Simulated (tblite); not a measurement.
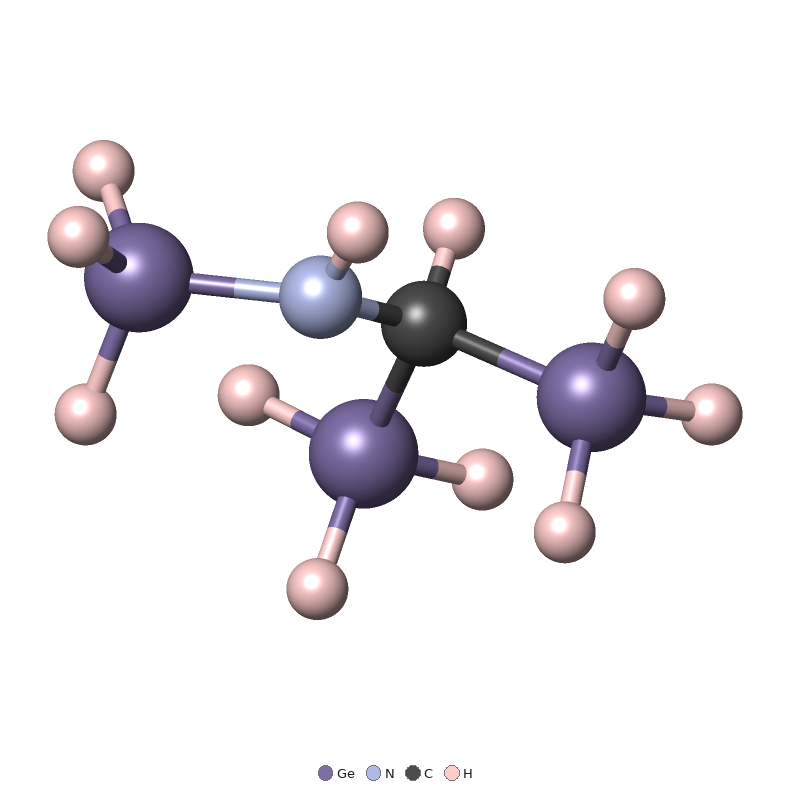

(Drawn from a calculation with tblite.)

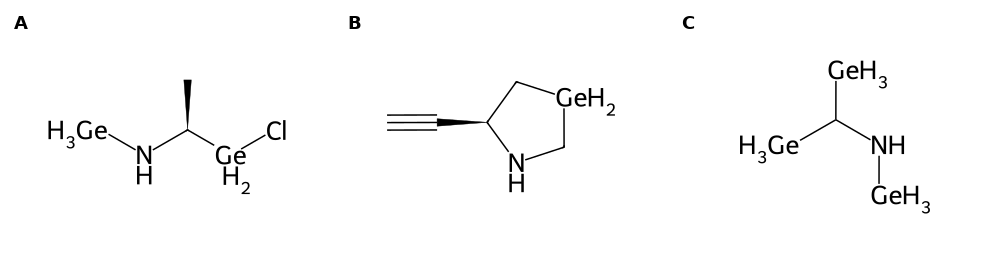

### Which structural formula matches the 3D model?

C, `[GeH3][NH][CH]([GeH3])[GeH3]`.
